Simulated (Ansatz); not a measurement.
# CHCl2F (dichlorofluoromethane) at HSE06/def2-SVPD

Aim: the vertical singlet–triplet gap of CHCl2F (dichlorofluoromethane) at HSE06/def2-SVPD, from 2 runs. 

Program for the calculation: Ansatz 0.2.0.

78 further runs of the same task are left out: 78 set aside as unsound or not needed.

## (1) The system as given

The species is CHCl2F (5 atoms), meant as a singlet with charge 0. As SMILES, `FC(Cl)Cl`. The shape is that of a PBE0-D4/def2-TZVP optimisation.

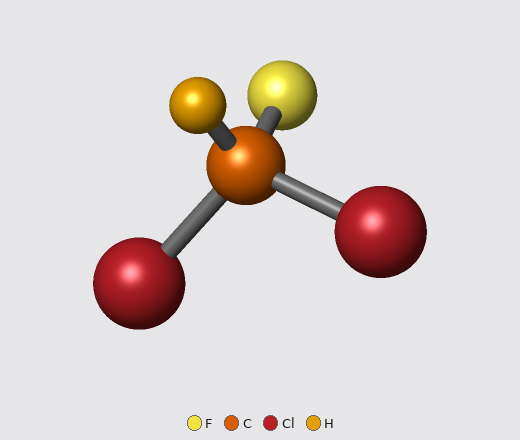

Viewed from a chosen angle; fluorine yellow, carbon orange, chlorine red, hydrogen amber.

## (2) A single-point energy at HSE06/def2-SVPD

input.yaml

```yaml
crystal:
  periodic: [false, false, false]
  atoms:
    - {symbol: F, position_ang: [-0.590600, 0.132500, 1.230400]}
    - {symbol: C, position_ang: [0.006400, 0.099400, 0.030700]}
    - {symbol: Cl, position_ang: [1.459900, -0.886800, 0.126900]}
    - {symbol: Cl, position_ang: [-1.120400, -0.525200, -1.167100]}
    - {symbol: H, position_ang: [0.294600, 1.106400, -0.262500]}
basis:
  gaussian:
    orbitals: def2-SVPD
hamiltonian:
  xc: {name: HSE06}
accuracy: high
output:
  orbitals: {seedname: orbitals}
```

The run is started by

```bash
$ ansatz run input.yaml --threads 1 --pin off --max-ram 3480MiB --events-out events.jsonl --progress --plain --runs-dir runs
```

Standard output:

```text
Warning: RAYON_NUM_THREADS=1 ignored (pool sized by the plan → 1); use --threads N
Functional definition: HSE06
  name "HSE06"
  parameter a = 0.25
  parameter omega = 0.11/bohr
  exchange = pbe_x - a*pbe_x_sr(omega) + a*exact_x_sr(omega)
  correlation = pbe_c
2035 factors; integrals over basis functions are off by at most 3.6e-9 eV
134 factors; integrals over basis functions are off by at most 1.3e-9 eV
mean field evaluation 1: about -28791.6556 eV, gradient 2.0e1 eV
mean field evaluation 2: about -28791.1478 eV, gradient 2.8e1 eV
mean field evaluation 4: about -28792.3036 eV, gradient 6.0e-1 eV
mean field evaluation 8: about -28792.4560 eV, gradient 2.7e-1 eV
mean field evaluation 16: about -28792.4562 eV, gradient 1.5e-5 eV
mean field -28792.45615298 eV, -1058.1032473941 hartree, gradient 4.1e-8 eV, S^2 0.000000; 0 other end points of the search recorded, 0 dependent functions left out
reference -28792.45615647 eV, -1058.1032475227 hartree; 25, 25 occupied and 80, 80 virtual orbitals, 2035 factors
Total energy: -28792.45615647 eV, -1058.1032475227 hartree
```

It took 7.8 s on 1 thread of Arm Neoverse V2, shared host; peak memory 0.37 GiB.

## (3) The triplet, same level

job.yaml

```yaml
crystal:
  periodic: [false, false, false]
  atoms:
    - {symbol: F, position_ang: [-0.590600, 0.132500, 1.230400]}
    - {symbol: C, position_ang: [0.006400, 0.099400, 0.030700]}
    - {symbol: Cl, position_ang: [1.459900, -0.886800, 0.126900]}
    - {symbol: Cl, position_ang: [-1.120400, -0.525200, -1.167100]}
    - {symbol: H, position_ang: [0.294600, 1.106400, -0.262500]}
basis:
  gaussian:
    orbitals: def2-SVPD
accuracy: high
hamiltonian:
  xc: hse06
magnetization:
  spin_polarized: true
  initial_magnetization: 2
output: {orbitals: {seedname: orbitals}}
```

The run is started by

```bash
$ ansatz run job.yaml --threads 1 --pin off --max-ram 3480MiB --events-out events.jsonl --progress --plain --runs-dir runs
```

Standard output (excerpt; [...] marks lines left out):

```text
Warning: RAYON_NUM_THREADS=1 ignored (pool sized by the plan → 1); use --threads N
[... 2 set-up lines as earlier in the session ...]
[...]
2035 factors; integrals over basis functions are off by at most 3.6e-9 eV
134 factors; integrals over basis functions are off by at most 1.3e-9 eV
[...]
mean field -28785.89000404 eV, -1057.8619458714 hartree, gradient 4.6e-8 eV, S^2 2.006554; 7 other end points of the search recorded, 0 dependent functions left out
reference -28785.89000740 eV, -1057.8619459950 hartree; 26, 24 occupied and 79, 81 virtual orbitals, 2035 factors
Total energy: -28785.89000740 eV, -1057.8619459950 hartree
```

It took 43 s on 1 thread of Arm Neoverse V2, shared host; peak memory 0.54 GiB.

## (4) Outcome

At HSE06/def2-SVPD:

| quantity | value |
| --- | --- |
| singlet: total energy | -1058.10325 Eh |
| singlet: HOMO energy | -8.88 eV |
| singlet: LUMO energy | -0.91 eV |
| singlet: HOMO–LUMO gap | 7.97 eV |
| triplet: total energy | -1057.86195 Eh |
| triplet: HOMO energy (highest over α and β) | -2.55 eV |
| triplet: ⟨S²⟩ | 2.007 |
| vertical energy of the triplet above the singlet | 6.566 eV |

At this shape the triplet lies 6.57 eV (634 kJ/mol) above the singlet.
